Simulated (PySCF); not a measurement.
**Geometry relaxation of BSi3H8ClO**

System: BSi3H8ClO.
Method: PBE0-D3(BJ)/def2-SVP geometry optimisation, gas phase (PySCF 2.14.0).

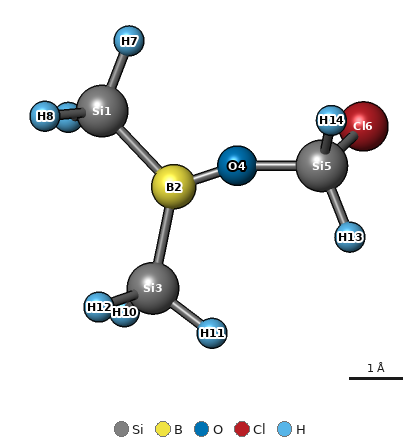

Fig. 1: The input geometry (ball-and-stick view, seen on its broad side; atoms are numbered from 1 in the order of the input). Bond lengths as drawn: B–O 1.30 Å, B–Si 1.99 to 2.02 Å, Cl–Si 1.99 Å, H–Si 1.45 to 1.49 Å and O–Si 1.64 Å.

### Results in brief

```tsv
quantity	value
outcome	converged
total energy	−1432.530488 hartree
dipole moment	1.76 D
point group	C1
hardware	1 CPU thread, shared host
wall time	2.3 min
peak memory	0.72 GiB
```

### Input file
```
{"job": {"xc": "PBE0", "basis": "def2-SVP", "d3": "d3bj", "grid": 2, "kind": "geom", "shake": 0.01}, "charge": 0, "multiplicity": 1}
Si     1.850721    -0.808728     1.132901
B      0.287250     0.105392     0.229263
Si     0.060878     2.081423     0.085297
O     -0.598540    -0.680566    -0.305968
Si    -1.927778    -1.215687    -1.107430
Cl    -1.236759    -2.163042    -2.717957
H      1.772509    -2.253856     1.154208
H      1.987790    -0.372001     2.531649
H      3.117565    -0.456031     0.515896
H      1.167941     2.712617    -0.654664
H     -1.168003     2.517878    -0.560368
H      0.071336     2.744133     1.414620
H     -2.811450    -0.103543    -1.548093
H     -2.579938    -2.122598    -0.154945
```

The first line tells a small driver script what to run in PySCF; the rest is the geometry in Å.

Command:
```bash
OMP_NUM_THREADS=1 python <driver script> task.json out
```

### Log
```
step   0  E = -1432.51925564  max force = 0.027603
step   1  E = -1432.52870138  max force = 0.004793
step   2  E = -1432.52906192  max force = 0.003732
step   3  E = -1432.52958250  max force = 0.005012
step   4  E = -1432.52984894  max force = 0.005453
step   5  E = -1432.53021710  max force = 0.003537
step   6  E = -1432.53037793  max force = 0.001484
step   7  E = -1432.53044090  max force = 0.000839
step   8  E = -1432.53047132  max force = 0.000770
step   9  E = -1432.53048089  max force = 0.000502
step  10  E = -1432.53048824  max force = 0.000277
optimisation converged
```

### Trajectory as extended XYZ (Å, eV, eV/Å), 11 frames, from step=0 to step=10
```
14
Properties=species:S:1:pos:R:3:forces:R:3 step=0 energy=-38980.83445
Si    1.8507   -0.8087    1.1329   -0.1992   0.5825   0.2640
B     0.2873    0.1054    0.2293    1.4194   0.7878   0.7461
Si    0.0609    2.0814    0.0853    0.3793   0.5661   0.4799
O    -0.5985   -0.6806   -0.3060   -1.3492  -1.3398  -0.7089
Si   -1.9278   -1.2157   -1.1074   -0.5939   0.6328   0.6767
Cl   -1.2368   -2.1630   -2.7180    0.3362  -0.7039  -1.0963
H     1.7725   -2.2539    1.1542   -0.1897  -1.0079  -0.0773
H     1.9878   -0.3720    2.5316   -0.0290   0.2066   0.5508
H     3.1176   -0.4560    0.5159    0.7821   0.2672  -0.5004
H     1.1679    2.7126   -0.6547    0.4322   0.1074  -0.2944
H    -1.1680    2.5179   -0.5604   -0.7875   0.1052  -0.4429
H     0.0713    2.7441    1.4146    0.0191   0.0317   0.3230
H    -2.8114   -0.1035   -1.5481    0.0245  -0.0062   0.0346
H    -2.5799   -2.1226   -0.1550   -0.2441  -0.2296   0.0451
14
Properties=species:S:1:pos:R:3:forces:R:3 step=1 energy=-38981.09148
Si    1.9810   -1.0903    0.7673   -0.0447   0.0434   0.0083
B     0.3624   -0.2548   -0.1707   -0.0376   0.0880  -0.0008
Si    0.1249    1.7788   -0.2974    0.0450  -0.0544   0.0023
O    -0.5529   -1.0935   -0.7005   -0.0255  -0.1715   0.0315
Si   -1.8927   -1.6047   -1.5286    0.2318  -0.1869  -0.2401
Cl   -1.2307   -2.6211   -3.2073   -0.1036   0.1842   0.2465
H     1.8893   -2.5827    0.7713    0.0344  -0.0478   0.0209
H     2.0807   -0.6107    2.1871   -0.0211  -0.0059  -0.0405
H     3.2542   -0.6887    0.0866    0.0056   0.0108  -0.0210
H     1.2723    2.3708   -1.0639   -0.0422  -0.0027   0.0186
H    -1.1538    2.1625   -0.9793    0.0020   0.0391   0.0014
H     0.1409    2.3933    1.0718   -0.0083  -0.0135  -0.0387
H    -2.7246   -0.4615   -1.9711   -0.0312   0.0459  -0.0050
H    -2.6157   -2.5654   -0.6614   -0.0047   0.0714   0.0166
14
Properties=species:S:1:pos:R:3:forces:R:3 step=2 energy=-38981.10129
Si    1.9883   -1.0860    0.7720   -0.0166  -0.0120  -0.0138
B     0.3614   -0.2757   -0.1684   -0.0419   0.0878  -0.0241
Si    0.1191    1.7548   -0.3022    0.0023  -0.0228  -0.0104
O    -0.5498   -1.1196   -0.6958    0.0731  -0.1715   0.0865
Si   -1.8930   -1.5987   -1.5321    0.0529  -0.0220  -0.1919
Cl   -1.2502   -2.5998   -3.2159   -0.0532   0.0862   0.1280
H     1.9300   -2.5823    0.7961    0.0243  -0.0009   0.0114
H     2.0778   -0.5880    2.1837   -0.0093   0.0055  -0.0003
H     3.2527   -0.6665    0.0840   -0.0041   0.0063  -0.0107
H     1.2628    2.3498   -1.0673   -0.0022   0.0046  -0.0029
H    -1.1584    2.1458   -0.9831    0.0039   0.0184   0.0015
H     0.1337    2.3709    1.0637   -0.0038   0.0009   0.0048
H    -2.7016   -0.4301   -1.9624   -0.0083  -0.0015   0.0052
H    -2.6378   -2.5426   -0.6684   -0.0171   0.0210   0.0166
14
Properties=species:S:1:pos:R:3:forces:R:3 step=3 energy=-38981.11545
Si    2.0131   -1.0699    0.7872    0.0255  -0.0677  -0.0171
B     0.3587   -0.3412   -0.1628   -0.0519   0.1045  -0.0629
Si    0.1027    1.6849   -0.3159   -0.0427   0.0539  -0.0111
O    -0.5393   -1.2050   -0.6798    0.2232  -0.1753   0.1582
Si   -1.8991   -1.5743   -1.5426   -0.2577   0.2431   0.0460
Cl   -1.3160   -2.5436   -3.2418    0.0611  -0.1234  -0.1645
H     2.0544   -2.5668    0.8674   -0.0073   0.0408  -0.0084
H     2.0744   -0.5184    2.1785    0.0088   0.0138   0.0311
H     3.2470   -0.5978    0.0757   -0.0112   0.0006   0.0070
H     1.2416    2.2851   -1.0804    0.0345  -0.0014  -0.0155
H    -1.1719    2.0895   -0.9953    0.0044  -0.0153   0.0012
H     0.1142    2.3059    1.0467    0.0050   0.0028   0.0312
H    -2.6312   -0.3400   -1.9345    0.0196  -0.0364   0.0098
H    -2.7134   -2.4764   -0.6986   -0.0112  -0.0400  -0.0051
14
Properties=species:S:1:pos:R:3:forces:R:3 step=4 energy=-38981.12271
Si    2.0286   -1.0618    0.7965    0.0318  -0.0495  -0.0091
B     0.3587   -0.3793   -0.1589   -0.0530   0.1131  -0.0654
Si    0.0881    1.6452   -0.3266   -0.0341   0.0609  -0.0061
O    -0.5285   -1.2611   -0.6652    0.2124  -0.1796   0.1386
Si   -1.9012   -1.5529   -1.5442   -0.2804   0.2747   0.1329
Cl   -1.3530   -2.5118   -3.2561    0.0765  -0.1563  -0.2260
H     2.1214   -2.5542    0.9048   -0.0234   0.0358  -0.0157
H     2.0765   -0.4824    2.1772    0.0135   0.0103   0.0292
H     3.2437   -0.5625    0.0710   -0.0065  -0.0021   0.0118
H     1.2257    2.2463   -1.0927    0.0326  -0.0043  -0.0133
H    -1.1863    2.0490   -1.0064    0.0046  -0.0191   0.0018
H     0.0979    2.2698    1.0345    0.0052   0.0018   0.0290
H    -2.5777   -0.2796   -1.9107    0.0267  -0.0392   0.0052
H    -2.7588   -2.4326   -0.7193   -0.0059  -0.0465  -0.0131
14
Properties=species:S:1:pos:R:3:forces:R:3 step=5 energy=-38981.13272
Si    2.0558   -1.0413    0.8129    0.0306   0.0169   0.0109
B     0.3555   -0.4580   -0.1537   -0.0224   0.1009  -0.0296
Si    0.0506    1.5638   -0.3538   -0.0003   0.0378   0.0018
O    -0.5004   -1.3906   -0.6281    0.0573  -0.0889   0.0314
Si   -1.8962   -1.5024   -1.5355   -0.1698   0.1072   0.1592
Cl   -1.4205   -2.4431   -3.2827    0.0491  -0.1012  -0.1819
H     2.2384   -2.5188    0.9702   -0.0377   0.0022  -0.0196
H     2.0796   -0.4110    2.1733    0.0184  -0.0022   0.0101
H     3.2329   -0.4952    0.0593    0.0098  -0.0053   0.0166
H     1.1878    2.1627   -1.1240    0.0145  -0.0090  -0.0019
H    -1.2243    1.9609   -1.0345    0.0139   0.0083   0.0083
H     0.0582    2.1948    1.0053    0.0060  -0.0047   0.0114
H    -2.4377   -0.1541   -1.8435    0.0270  -0.0338  -0.0033
H    -2.8445   -2.3357   -0.7617    0.0036  -0.0282  -0.0136
14
Properties=species:S:1:pos:R:3:forces:R:3 step=6 energy=-38981.13710
Si    2.0449   -1.0376    0.8056    0.0102   0.0089   0.0097
B     0.3494   -0.4293   -0.1582   -0.0397   0.0763  -0.0324
Si    0.0657    1.5983   -0.3431   -0.0115  -0.0174  -0.0098
O    -0.5097   -1.3597   -0.6344    0.0286  -0.0534   0.0202
Si   -1.9042   -1.5287   -1.5368   -0.0226   0.0376   0.0756
Cl   -1.3984   -2.4836   -3.2769    0.0157  -0.0288  -0.0516
H     2.1900   -2.5207    0.9426   -0.0190  -0.0086  -0.0089
H     2.0829   -0.4256    2.1746    0.0082  -0.0051  -0.0020
H     3.2355   -0.5096    0.0611    0.0064  -0.0028   0.0083
H     1.2112    2.1865   -1.1104    0.0026  -0.0109   0.0023
H    -1.2052    2.0126   -1.0196   -0.0034   0.0085  -0.0024
H     0.0841    2.2190    1.0212    0.0030  -0.0092   0.0020
H    -2.4853   -0.2045   -1.8667    0.0073   0.0133  -0.0051
H    -2.8258   -2.3851   -0.7553    0.0142  -0.0087  -0.0057
14
Properties=species:S:1:pos:R:3:forces:R:3 step=7 energy=-38981.13881
Si    2.0445   -1.0341    0.8052    0.0031   0.0247   0.0089
B     0.3474   -0.4242   -0.1581   -0.0255   0.0422  -0.0185
Si    0.0576    1.6011   -0.3492    0.0019  -0.0264  -0.0044
O    -0.5038   -1.3670   -0.6259   -0.0155  -0.0283  -0.0029
Si   -1.9001   -1.5296   -1.5298    0.0431  -0.0222   0.0038
Cl   -1.3918   -2.4835   -3.2754   -0.0086   0.0175   0.0212
H     2.1745   -2.5190    0.9355   -0.0121  -0.0096  -0.0052
H     2.0895   -0.4275    2.1767    0.0042  -0.0067  -0.0043
H     3.2394   -0.5136    0.0627    0.0060  -0.0037   0.0045
H     1.2064    2.1828   -1.1167   -0.0032  -0.0044   0.0020
H    -1.2125    2.0197   -1.0247    0.0004   0.0074  -0.0005
H     0.0806    2.2195    1.0162    0.0000  -0.0047  -0.0030
H    -2.4739   -0.2019   -1.8572   -0.0020   0.0122  -0.0019
H    -2.8226   -2.3909   -0.7554    0.0083   0.0018   0.0002
14
Properties=species:S:1:pos:R:3:forces:R:3 step=8 energy=-38981.13964
Si    2.0436   -1.0280    0.8055    0.0011   0.0146   0.0060
B     0.3450   -0.4203   -0.1585   -0.0039   0.0091  -0.0058
Si    0.0498    1.6011   -0.3568    0.0025  -0.0123  -0.0034
O    -0.4979   -1.3749   -0.6182   -0.0154  -0.0052  -0.0032
Si   -1.8943   -1.5318   -1.5231    0.0396  -0.0344  -0.0350
Cl   -1.3860   -2.4770   -3.2749   -0.0146   0.0279   0.0385
H     2.1583   -2.5151    0.9301   -0.0032  -0.0040  -0.0010
H     2.0942   -0.4273    2.1790    0.0003  -0.0031  -0.0015
H     3.2439   -0.5163    0.0655    0.0014  -0.0026   0.0015
H     1.2014    2.1774   -1.1239   -0.0021   0.0007   0.0000
H    -1.2187    2.0248   -1.0320    0.0017   0.0049   0.0000
H     0.0760    2.2184    1.0089   -0.0009  -0.0001  -0.0022
H    -2.4644   -0.2005   -1.8440   -0.0051   0.0012   0.0035
H    -2.8158   -2.3984   -0.7540   -0.0012   0.0032   0.0025
14
Properties=species:S:1:pos:R:3:forces:R:3 step=9 energy=-38981.13990
Si    2.0430   -1.0243    0.8067   -0.0013   0.0032   0.0046
B     0.3441   -0.4182   -0.1587    0.0049  -0.0036  -0.0029
Si    0.0467    1.6011   -0.3618    0.0011  -0.0005  -0.0033
O    -0.4951   -1.3778   -0.6149   -0.0032   0.0016   0.0017
Si   -1.8909   -1.5352   -1.5199    0.0124  -0.0179  -0.0258
Cl   -1.3826   -2.4694   -3.2762   -0.0074   0.0149   0.0198
H     2.1505   -2.5124    0.9296    0.0008   0.0005   0.0007
H     2.0951   -0.4259    2.1809   -0.0010   0.0000   0.0006
H     3.2463   -0.5177    0.0683   -0.0006  -0.0006   0.0000
H     1.1996    2.1753   -1.1283   -0.0002   0.0013  -0.0007
H    -1.2204    2.0276   -1.0378    0.0013   0.0011  -0.0002
H     0.0732    2.2193    1.0036   -0.0007   0.0012  -0.0005
H    -2.4646   -0.2036   -1.8341   -0.0046  -0.0018   0.0051
H    -2.8097   -2.4068   -0.7534   -0.0016   0.0004   0.0010
14
Properties=species:S:1:pos:R:3:forces:R:3 step=10 energy=-38981.14010
Si    2.0424   -1.0201    0.8093   -0.0045  -0.0064   0.0041
B     0.3434   -0.4175   -0.1588    0.0091  -0.0089  -0.0026
Si    0.0449    1.6006   -0.3673    0.0001   0.0069  -0.0033
O    -0.4931   -1.3809   -0.6124    0.0070   0.0053   0.0047
Si   -1.8883   -1.5398   -1.5175   -0.0143   0.0054  -0.0015
Cl   -1.3791   -2.4574   -3.2803    0.0025  -0.0018  -0.0065
H     2.1463   -2.5085    0.9333    0.0033   0.0029   0.0019
H     2.0940   -0.4213    2.1832   -0.0014   0.0023   0.0014
H     3.2476   -0.5170    0.0717   -0.0015   0.0014  -0.0010
H     1.1994    2.1726   -1.1330    0.0009   0.0004  -0.0005
H    -1.2203    2.0288   -1.0456    0.0000  -0.0020  -0.0009
H     0.0705    2.2209    0.9971   -0.0004   0.0012   0.0004
H    -2.4697   -0.2088   -1.8209   -0.0023  -0.0026   0.0048
H    -2.8027   -2.4197   -0.7550    0.0012  -0.0042  -0.0011
```

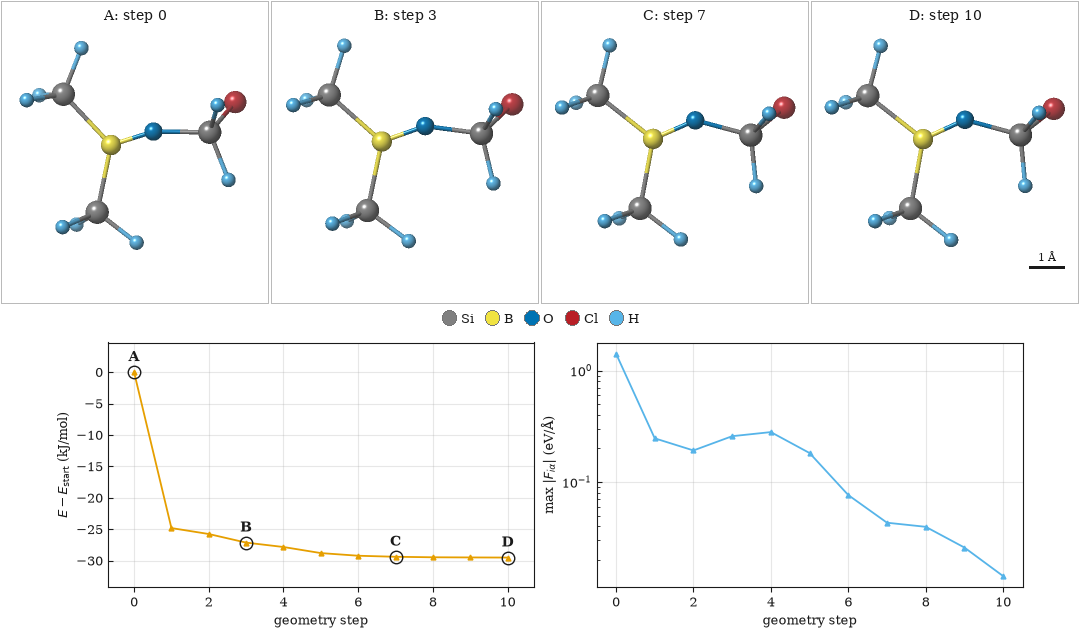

Fig. 2: Frames of the relaxation (ball-and-stick view, seen on its broad side) above the curves, on which the letters mark them (steps are counted from 0).

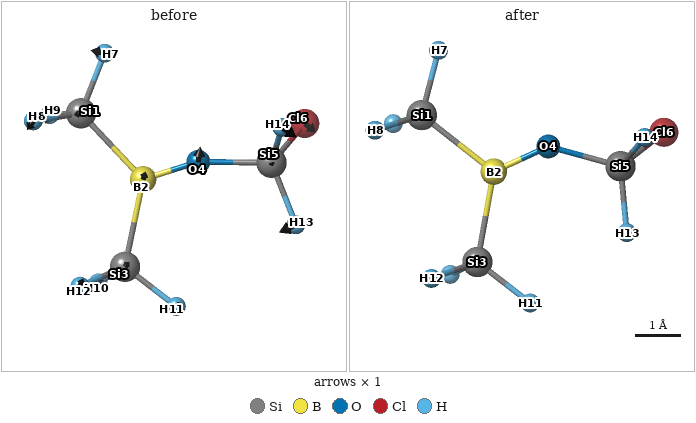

Fig. 3: Before (left) and after (right) the relaxation, at one scale (ball-and-stick view, seen on its broad side). The black arrows give the displacements, at true length. The largest move after the best rigid fit is that of H13, 0.43 Å. Largest moves by element: H 0.43 Å, O 0.35 Å, Cl 0.31 Å, B 0.18 Å, Si 0.17 Å. Among the contacts that change: Si5–Cl6 1.992 → 2.051 Å, B2–Si3 1.994 → 2.051 Å, B2–O4 1.300 → 1.354 Å, Si1–H7 1.447 → 1.497 Å. Among the angles that change: B2–O4–Si5 161.8° → 139.9°, Si1–B2–Si3 124.6° → 117.3°, Si3–B2–O4 119.5° → 125.2°. After 10 geometry steps the energy has fallen by 29.5 kJ/mol. The largest force component goes from 1.4 to 0.014 eV/Å. (Atoms are counted from 1 in the order of the input.)
